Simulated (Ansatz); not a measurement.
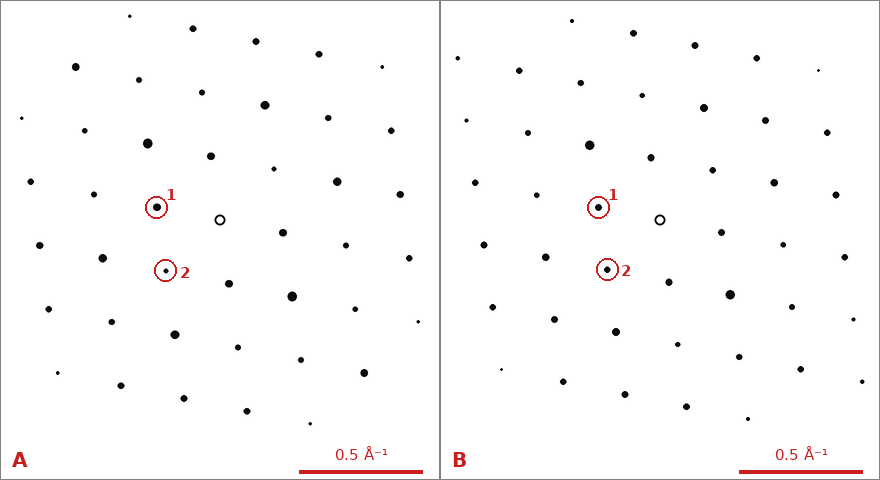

Kinematic electron diffraction patterns (200 kV, B = 0.5 Å², same scale) along [1-10] of the run's own cell, for the start and the end of one relaxation of BiPdC4 with DFT PBE, scalar-relativistic, plane waves, PAW in Ansatz. k mesh 10×10×10. The start is a generated model structure, and the relaxation ends in the nearest stationary point of its symmetry, not necessarily the ground state. Spot 1 is 0 0 -1 and spot 2 is 1 1 0 in both.

Start structure:

```yaml
crystal:
  lattice:
    - [0.00000, 3.28815, 3.28815]
    - [3.28815, 0.00000, 3.28815]
    - [3.28815, 3.28815, 0.00000]
  atoms:
    - { symbol: Bi, position: [0.00000, 0.00000, 0.00000] }
    - { symbol: Pd, position: [0.75000, 0.75000, 0.75000] }
    - { symbol: C, position: [0.37500, 0.87500, 0.37500] }
    - { symbol: C, position: [0.37500, 0.37500, 0.87500] }
    - { symbol: C, position: [0.37500, 0.37500, 0.37500] }
    - { symbol: C, position: [0.87500, 0.37500, 0.37500] }
```

Q: Which pattern belongs to the start structure, and which to the relaxed one?

A: A is the start: its cell gives d(1) = 3.797 Å, d(2) = 3.288 Å and an angle of 54.7°. B is the relaxed structure, with d(1) = 3.888 Å (+2.4 %), d(2) = 3.367 Å (+2.4 %) and 54.7°.

Q: Name reflections whose intensity changes strongly on relaxation.

A: 1 1 0 goes from 6.7 to 25 % of the strongest spot; 0 0 2 goes from 15 to 7.6 % of the strongest spot; 2 2 1 goes from 67 to 39 % of the strongest spot.

Q: Summarise the relaxation behind the change.

A: The volume changed by +7.4 % to 12.72 Å³ an atom; with the mean shift removed, the atoms moved by up to 0.48 Å relative to the cell (C most); the space group stayed F-43m (No. 216); the free energy fell by 860 meV an atom. Relaxed cell: a = 4.762 Å, b = 4.762 Å, c = 4.762 Å, α = 60.00°, β = 60.00°, γ = 60.00°.
